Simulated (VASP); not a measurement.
**TiRuC2: structure and properties in VASP**

Wanted: the relaxed cell of TiRuC2 and its properties. The steps: rough relaxation of the start cell, full relaxation (PBEsol + D4), density, ELF and potential (PBEsol + D4), bands along the symmetry lines (PBEsol + D4), total and projected DOS (PBEsol + D4), band structure (TB-mBJ), core-level energies (PBEsol + D4) and field gradients at the nuclei (PBEsol + D4). The cell is invented: it takes the structure of a Materials Project entry for ZrTiC2 (space group 166 there), with some of its atoms replaced by other elements, volume scaled by an estimate. It may not be a known or stable phase. Left out of this account: 1 further run (relaxation: it shows nothing beyond the runs told). The atoms of the start are displaced at random from the sites of a R-3m cell.

Method: PBEsol with D4; plane waves and PAW (Ru_pv, Ti_sv, C), in VASP 6.6.1.

## (1) Set-up

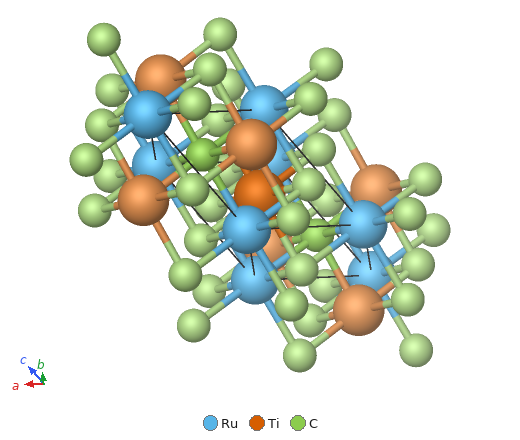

The cell as given, slightly off an axis (ruthenium blue, titanium orange, carbon green). Some periodic images of atoms are drawn too.

Structure file:

```
Ru Ti C
1.0
     1.53914    0.88862    4.98638
    -1.53914    0.88862    4.98638
     0.00000   -1.77725    4.98638
Ru Ti C
1 1 2
Direct
  0.00071 0.99805 0.00111
  0.50354 0.50087 0.49702
  0.23831 0.24189 0.25051
  0.76199 0.75479 0.74815
```

## (2) Rough relaxation of the start cell

The start is only an estimate, so a cheap relaxation brings it near a minimum before any careful run. PBEsol restores the gradient expansion of exchange and is tuned for the cells of solids. A dispersion term adds the long-range attraction that semilocal functionals lack. D4 lets the coefficients depend on atomic charges too.

Contents of INCAR:

```
SYSTEM = TiRuC2
PREC = Normal
ENCUT = 520
EDIFF = 1E-05
NELM = 60
ISMEAR = 0
SIGMA = 0.05
LREAL = .FALSE.
ALGO = Fast
GGA = PS
IVDW = 13
NBANDS = 23
LASPH = .TRUE.
LORBIT = 11
LWAVE = .FALSE.
LCHARG = .FALSE.
KPAR = 2
IBRION = 2
NSW = 40
ISIF = 3
EDIFFG = -0.04
```

Contents of POSCAR:

```
TiRuC2
1.0
    1.5391410000      0.8886230000      4.9863790000
   -1.5391410000      0.8886230000      4.9863790000
    0.0000000000     -1.7772460000      4.9863790000
Ru Ti C
1 1 2
Direct
    0.0007070000     -0.0019520000      0.0011140000
    0.5035440000      0.5008730000      0.4970180000
    0.2383110000      0.2418860000      0.2505080000
    0.7619870000      0.7547900000      0.7481540000
```

Contents of KPOINTS:

```
Automatic mesh
0
Gamma
6 6 6
0 0 0
```

The projector-augmented-wave data sets are Ru_pv, Ti_sv and C (PBE family, release 64).

Started as:

```sh
mpirun -np 2 vasp_std
```

Output:

```text
[banner, memory and clock lines left out]
running    2 mpi-ranks, on    1 nodes
 distrk:  each k-point on    1 cores,    2 groups
 distr:  one band on    1 cores,    1 groups

 POSCAR found type information on POSCAR RuTiC
 POSCAR found :  3 types and       4 ions
|                                                                             |
|               ----> ADVICE to this user running VASP <----                  |
|                                                                             |
|     You enforced a specific xc type in the INCAR file but a different       |
|     [... a line on the potential file left out ...]
|     I HOPE YOU KNOW WHAT YOU ARE DOING!                                     |
|                                                                             |

 LDA part: xc-table for (Slater+PW92), standard interpolation
 POSCAR, INCAR and KPOINTS ok, starting setup
 FFT: planning ... GRIDC
 FFT: planning ... GRID_SOFT
 FFT: planning ... GRID
 WAVECAR not read
 entering main loop
       N       E                     dE             d eps       ncg     rms          rms(c)
DAV:   1     0.359222179094E+03    0.35922E+03   -0.18032E+04  5160   0.169E+03
DAV:   2    -0.136639043156E+02   -0.37289E+03   -0.36076E+03  5467   0.491E+02
DAV:   3    -0.449736455184E+02   -0.31310E+02   -0.30333E+02  8948   0.123E+02
DAV:   4    -0.463435966392E+02   -0.13700E+01   -0.13621E+01  5971   0.224E+01
DAV:   5    -0.463954620882E+02   -0.51865E-01   -0.51859E-01  7682   0.399E+00    0.310E+01
RMM:   6    -0.416235651217E+02    0.47719E+01   -0.47524E+01  5822   0.472E+01    0.165E+01
RMM:   7    -0.382996056795E+02    0.33240E+01   -0.10262E+01  5921   0.214E+01    0.841E+00
RMM:   8    -0.378357007920E+02    0.46390E+00   -0.13433E+00  6039   0.946E+00    0.503E+00
RMM:   9    -0.377098764526E+02    0.12582E+00   -0.54731E-01  6793   0.406E+00    0.201E+00
RMM:  10    -0.377291029320E+02   -0.19226E-01   -0.26908E-01  6834   0.252E+00    0.753E-01
RMM:  11    -0.377337846803E+02   -0.46817E-02   -0.79139E-02  7335   0.147E+00    0.518E-01
RMM:  12    -0.377362990912E+02   -0.25144E-02   -0.25541E-02  7407   0.106E+00    0.198E-01
RMM:  13    -0.377370881583E+02   -0.78907E-03   -0.11294E-02  7340   0.540E-01    0.123E-01
RMM:  14    -0.377375880986E+02   -0.49994E-03   -0.53584E-03  7288   0.325E-01    0.100E-01
RMM:  15    -0.377378153678E+02   -0.22727E-03   -0.24549E-03  6996   0.226E-01    0.598E-02
RMM:  16    -0.377378841613E+02   -0.68794E-04   -0.95896E-04  6996   0.155E-01    0.234E-02
RMM:  17    -0.377379534752E+02   -0.69314E-04   -0.74032E-04  6432   0.112E-01    0.113E-02
RMM:  18    -0.377379772720E+02   -0.23797E-04   -0.27034E-04  5696   0.695E-02    0.417E-03
RMM:  19    -0.377379937726E+02   -0.16501E-04   -0.18249E-04  4933   0.495E-02    0.442E-03
RMM:  20    -0.377380005921E+02   -0.68195E-05   -0.83101E-05  4466   0.387E-02
   1 F= -.38490226E+02 E0= -.38488336E+02  d E =-.384902E+02
 curvature:   0.00 expect dE= 0.000E+00 dE for cont linesearch  0.000E+00
 trial: gam= 0.00000 g(F)=  0.317E+00 g(S)=  0.785E+00 ort = 0.000E+00 (trialstep = 0.100E+01)
 search vector abs. value=  0.110E+01
 bond charge predicted
       N       E                     dE             d eps       ncg     rms          rms(c)
DAV:   1    -0.493063104960E+02   -0.11568E+02   -0.28158E+02  5152   0.180E+02    0.440E+01
RMM:   2    -0.411928459929E+02    0.81135E+01   -0.50298E+01  5411   0.590E+01    0.129E+01
RMM:   3    -0.378296009234E+02    0.33632E+01   -0.80308E+00  5781   0.234E+01    0.556E+00
RMM:   4    -0.375166349200E+02    0.31297E+00   -0.20242E+00  6154   0.119E+01    0.323E+00
RMM:   5    -0.375013899821E+02    0.15245E-01   -0.14575E+00  6579   0.837E+00    0.212E+00
RMM:   6    -0.375368639377E+02   -0.35474E-01   -0.28135E-01  6866   0.413E+00    0.929E-01
RMM:   7    -0.375645756377E+02   -0.27712E-01   -0.16310E-01  7265   0.205E+00    0.510E-01
RMM:   8    -0.375764439883E+02   -0.11868E-01   -0.62884E-02  7458   0.135E+00    0.303E-01
RMM:   9    -0.375782129067E+02   -0.17689E-02   -0.27974E-02  7271   0.850E-01    0.127E-01
RMM:  10    -0.375792357041E+02   -0.10228E-02   -0.10648E-02  8093   0.429E-01    0.198E-01
RMM:  11    -0.375796262961E+02   -0.39059E-03   -0.37080E-03  7402   0.270E-01    0.255E-01
RMM:  12    -0.375797198433E+02   -0.93547E-04   -0.17400E-03  6831   0.203E-01    0.181E-01
RMM:  13    -0.375797812217E+02   -0.61378E-04   -0.95439E-04  6623   0.126E-01    0.178E-01
RMM:  14    -0.375798199712E+02   -0.38749E-04   -0.45046E-04  5945   0.802E-02    0.182E-01
RMM:  15    -0.375798401510E+02   -0.20180E-04   -0.23926E-04  5327   0.578E-02    0.184E-01
RMM:  16    -0.375798432422E+02   -0.30912E-05   -0.13722E-04  5522   0.588E-02    0.160E-01
RMM:  17    -0.375798359834E+02    0.72588E-05   -0.12813E-04  5716   0.746E-02    0.112E-01
RMM:  18    -0.375798361325E+02   -0.14916E-06   -0.57262E-05  5080   0.516E-02
   2 F= -.38496672E+02 E0= -.38494873E+02  d E =-.644585E-02
[... from here on, the cycles between the ionic steps are left out ...]
   3 F= -.38812735E+02 E0= -.38810344E+02  d E =-.322509E+00
   4 F= -.38921398E+02 E0= -.38919616E+02  d E =-.108663E+00
[...]
WARNING in EDDRMM: call to ZHEGV failed, returncode =   6  3      8
   5 F= -.38921918E+02 E0= -.38920122E+02  d E =-.109183E+00
   6 F= -.38922146E+02 E0= -.38920551E+02  d E =-.228087E-03
[...]
WARNING in EDDRMM: call to ZHEGV failed, returncode =   6  3     16
[...]
WARNING in EDDRMM: call to ZHEGV failed, returncode =   6  3     17
   7 F= -.38925099E+02 E0= -.38923406E+02  d E =-.318166E-02
   8 F= -.38925900E+02 E0= -.38924325E+02  d E =-.801110E-03
 trial-energy change:   -0.000801  1 .order   -0.000841   -0.001876    0.000195
 step:   0.7489(harm=  0.7489)  dis= 0.00305  next Energy=   -38.925949 (dE=-0.850E-03)
 bond charge predicted
       N       E                     dE             d eps       ncg     rms          rms(c)
DAV:   1    -0.381292710329E+02   -0.34690E-03   -0.27140E-03  6384   0.571E-01    0.670E-02
RMM:   2    -0.381292399117E+02    0.31121E-04   -0.27832E-04  5453   0.147E-01    0.432E-02
RMM:   3    -0.381292165114E+02    0.23400E-04   -0.49749E-05  4991   0.648E-02    0.172E-02
RMM:   4    -0.381292115164E+02    0.49951E-05   -0.21338E-05  3604   0.349E-02
   9 F= -.38925924E+02 E0= -.38924338E+02  d E =-.824300E-03
 curvature:  -0.44 expect dE=-0.819E-04 dE for cont linesearch -0.584E-05
 trial: gam= 0.16980 g(F)=  0.117E-03 g(S)=  0.673E-04 ort =-0.188E-03 (trialstep = 0.811E+00)
 search vector abs. value=  0.198E-03
 reached required accuracy - stopping structural energy minimisation
```

Run time: 5.9 min. Hardware: 2 MPI ranks of Intel Xeon Platinum 8488C (Sapphire Rapids), shared host; peak memory 0.51 GiB.

Lines that name or quote the potential files are left out of all logs, and their timing lines are given in words.

From OUTCAR (step 2):

```text
ion  position               nearest neighbor table
   1  0.001  0.998  0.001-   4 2.20   3 2.21   4 2.22   3 2.23   4 2.23   3 2.24   2 3.05   2 3.06
                             2 3.06   2 3.06   2 3.06   2 3.08
   2  0.504  0.501  0.497-   3 2.09   3 2.11   4 2.12   4 2.13   3 2.14   4 2.14   1 3.05   1 3.06
                             1 3.06   1 3.06   1 3.06   1 3.08
   3  0.238  0.242  0.251-   2 2.09   2 2.11   2 2.14   1 2.21   1 2.23   1 2.24
   4  0.762  0.755  0.748-   2 2.12   2 2.13   2 2.14   1 2.20   1 2.22   1 2.23

  LATTYP: Found a trigonal (rhomboedric) cell.
 ALAT       =     5.2936359325
 COS(alpha) =     0.8309252823

 Subroutine GETGRP returns: Found  1 space group operations
 (whereof  1 operations were pure point group operations)

The static configuration has the point symmetry C_1 .

 Found    112 irreducible k-points:

   k-points           NKPTS =    112   k-points in BZ     NKDIM =    112   number of bands    NBANDS=     23

   dimension x,y,z NGX =    30 NGY =   30 NGZ =   30
   dimension x,y,z NGXF=    60 NGYF=   60 NGZF=   60

   ENCUT  =  520.0 eV  38.22 Ry    6.18 a.u.   9.84  9.84  9.84*2*pi/ulx,y,z

   NELECT =      34.0000    total number of electrons

 k-points in reciprocal lattice and weights: Automatic mesh
   0.00000000  0.00000000  0.00000000       0.005
   0.16666667  0.00000000 -0.00000000       0.009
   0.00000000  0.16666667 -0.00000000       0.009
   0.00000000  0.00000000  0.16666667       0.009
   0.33333333  0.00000000 -0.00000000       0.009
   0.00000000  0.33333333 -0.00000000       0.009
   0.00000000  0.00000000  0.33333333       0.009
   0.50000000 -0.00000000  0.00000000       0.005
  -0.00000000  0.50000000  0.00000000       0.005
[...]
0.50000000  0.33333333 -0.33333333       0.009
   0.50000000  0.50000000  0.50000000       0.005

 average (electrostatic) potential at core
       1 -68.6519       2 -69.3291       3 -43.6949       4 -43.7183

 E-fermi :  11.4655

 k-point     1 :       0.0000    0.0000    0.0000
  band No.  band energies     occupation
    ...
     13       8.8937      2.00000
     14       8.9089      2.00000
     15      10.2041      2.00000
     16      11.3547      1.99828
     17      11.3597      1.99723
     18      11.8292      0.00000
     19      11.8435      0.00000
     20      12.4574      0.00000
     21      13.3002      0.00000
     22      13.3088      0.00000
    ...

 k-point     2 :       0.1667    0.0000   -0.0000
  band No.  band energies     occupation
    ...
     13       7.8465      2.00000
     14       8.4238      2.00000
     15       9.0899      2.00000
     16      10.2246      2.00000
     17      11.1634      2.00000
     18      12.2821      0.00000
     19      12.6218      0.00000
     20      13.2622      0.00000
     21      13.7193      0.00000
     22      14.3416      0.00000
    ...

 k-point     3 :       0.0000    0.1667   -0.0000
  band No.  band energies     occupation
    ...
     13       7.8421      2.00000
     14       8.4305      2.00000
     15       9.0882      2.00000
     16      10.2263      2.00000
     17      11.1673      2.00000
     18      12.2779      0.00000
     19      12.6268      0.00000
     20      13.2563      0.00000
     21      13.7190      0.00000
     22      14.3417      0.00000
    ...

  DFT-D4 for vdW energy calculation

  Edisp (eV):   -0.79671

  Total       0.06458     0.01040     0.02883     0.01527     0.00021     0.00130
  in kB       2.69315     0.43388     1.20219     0.63666     0.00896     0.05420
  external pressure =        1.44 kB  Pullay stress =        0.00 kB

  energy-cutoff  :      520.00
  volume of cell :       38.42
      direct lattice vectors                 reciprocal lattice vectors
     1.540279926  0.891392668  4.669616619     0.324776290  0.187278527  0.071272424
    -1.539493556  0.892802333  4.669243463    -0.324622269  0.186981753  0.071383805
     0.001614038 -1.779599981  4.668799557    -0.000179993 -0.374310832  0.071512331

 POSITION                                       TOTAL-FORCE (eV/Angst)
 -----------------------------------------------------------------------------------
     -1.53587      0.89242      4.67101        -0.001831      0.014655     -0.018249
      0.00445      0.00553      7.00293         0.002502     -0.014880     -0.004046
      0.00359      0.00181      3.52003         0.002647      0.005778      0.036646
      0.00571      0.00577     10.47248        -0.003318     -0.005553     -0.014350
 -----------------------------------------------------------------------------------
    total drift:                                0.001368      0.000922     -0.002277

  FREE ENERGIE OF THE ION-ELECTRON SYSTEM (eV)
  ---------------------------------------------------
  free  energy   TOTEN  =       -38.9259235388 eV

  energy  without entropy=      -38.9227525800  energy(sigma->0) =      -38.92433806

 reached required accuracy - stopping structural energy minimisation

 total charge
# of ion       s       p       d       tot
------------------------------------------
    1        0.357   6.387   6.090  12.834
    2        2.190   6.246   2.039  10.475
    3        0.881   1.494   0.000   2.375
    4        0.881   1.495   0.000   2.376
--------------------------------------------------
tot          4.309  15.621   8.130  28.059

[... 3 further parts left out ...]
```

The k-mesh is coarse for a metal. This relaxation is a rough one on cheap settings, only to bring the start near its minimum. The PAW data sets were made with PBE, which is usual practice but a small mismatch for other functionals. Dispersion corrections of this kind ignore metallic screening and tend to overbind metals.

Relaxation path:

| step | energy less that of the first step (eV) | largest force (eV/Å) | pressure (GPa) | volume (Å³) |
| --- | --- | --- | --- | --- |
| 1 | 0.0000 | 1.8305 | -17.29 | 40.92 |
| 2 | -0.0064 | 0.2361 | 40.11 | 34.71 |
| 3 | -0.3225 | 1.2033 | 7.25 | 37.58 |
| 4 | -0.4312 | 0.1025 | 2.06 | 38.22 |
| 5 | -0.4317 | 0.1858 | 1.80 | 38.26 |
| 6 | -0.4319 | 0.1040 | -3.09 | 38.79 |
| 7 | -0.4349 | 0.0480 | -0.76 | 38.53 |
| 8 | -0.4357 | 0.0464 | 0.08 | 38.41 |
| 9 | -0.4357 | 0.0372 | 0.14 | 38.42 |

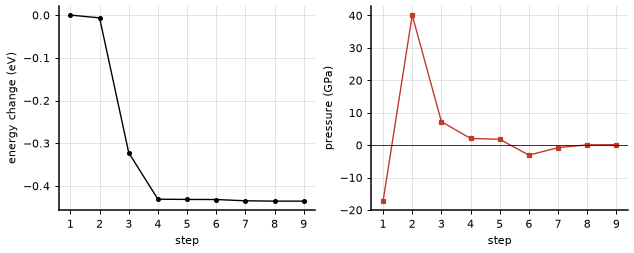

Energy and pressure along the relaxation.

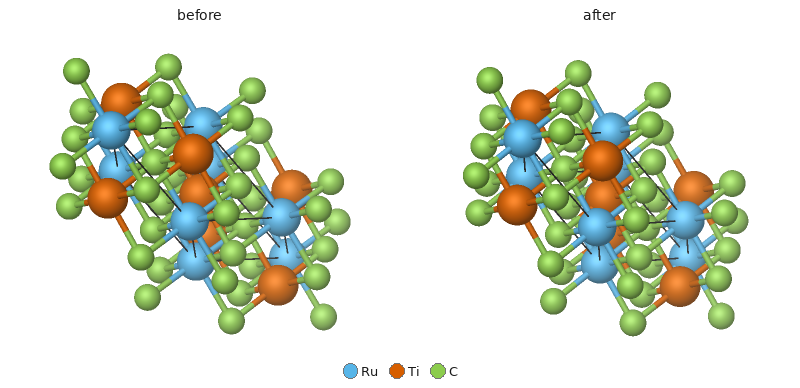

The structure before and after the relaxation, drawn at the same scale.

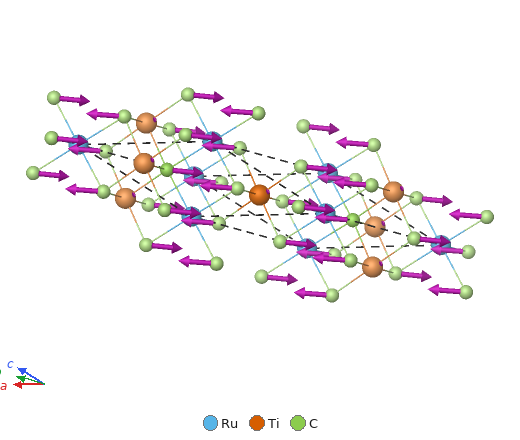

Displacements in the relaxation, exaggerated, measured against the changing cell; the longest in the cell stands for 0.11 Å. Some periodic images of atoms are drawn too.

| cell as run | before | after | change |
| --- | --- | --- | --- |
| a (Å) | 5.294 | 4.997 | -5.6 % |
| b (Å) | 5.294 | 4.997 | -5.6 % |
| c (Å) | 5.294 | 4.996 | -5.6 % |
| α (°) | 33.81 | 35.96 | +6.4 % |
| β (°) | 33.81 | 35.93 | +6.3 % |
| γ (°) | 33.81 | 35.90 | +6.2 % |
| volume (Å³/atom) | 10.23 | 9.60 | -6.1 % |

The atoms that moved most (Å, as changes of fractional coordinates times the final cell):

| atom | dx | dy | dz | length |
| --- | --- | --- | --- | --- |
| C3 | 0.009 | 0.019 | 0.108 | 0.110 |
| C4 | -0.007 | -0.016 | -0.103 | 0.104 |
| Ti2 | -0.001 | -0.006 | -0.008 | 0.010 |

The relaxed structure:

```cif
data_structure
_symmetry_space_group_name_H-M 'P 1'
_symmetry_Int_Tables_number 1
_cell_length_a 4.9972
_cell_length_b 4.9969
_cell_length_c 4.9965
_cell_angle_alpha 35.961
_cell_angle_beta 35.931
_cell_angle_gamma 35.897
_cell_volume 38.42
loop_
_atom_site_label
_atom_site_type_symbol
_atom_site_fract_x
_atom_site_fract_y
_atom_site_fract_z
_atom_site_occupancy
Ru1 Ru 0.00123 0.99888 0.00027 1
Ti2 Ti 0.50160 0.49949 0.49872 1
C3 C 0.25239 0.25044 0.25105 1
C4 C 0.74933 0.74679 0.74675 1
```

Numbers from this step:

```yaml
electrons: 34
bands: 23
irreducible_k_points: 112
symmetry_operations: 1
free_energy_toten: -38.93 eV
energy_at_zero_smearing: -38.92 eV
fermi_energy: 11.47 eV
pressure: 0.1443 GPa
metallic: yes
scf_cycles_over_all_ionic_steps: 109
```

It ends with a largest force of 0.037 eV/Å and a pressure of 0.14 GPa.

(Continued in part 2 of 4.)

[Lines on the potential files, build, host, timing and source positions are cut from VASP's logs without a mark.]

[Logs are printed without paths, hosts, clocks, repeated set-up lines and the standing remarks that a program may print on its own settings, such as how far it seeks lower states.]

[Hosts, paths, dates, database ids (printed as entryN), source tags and the programs' standing remarks are cut or masked in the printed files.]

[A measured line is paired with the nearest computed mode of its activity, which favours agreement.]

[In band tables of VASP the shares of atoms and orbitals are scaled to a sum of 1 inside the atoms' spheres.]
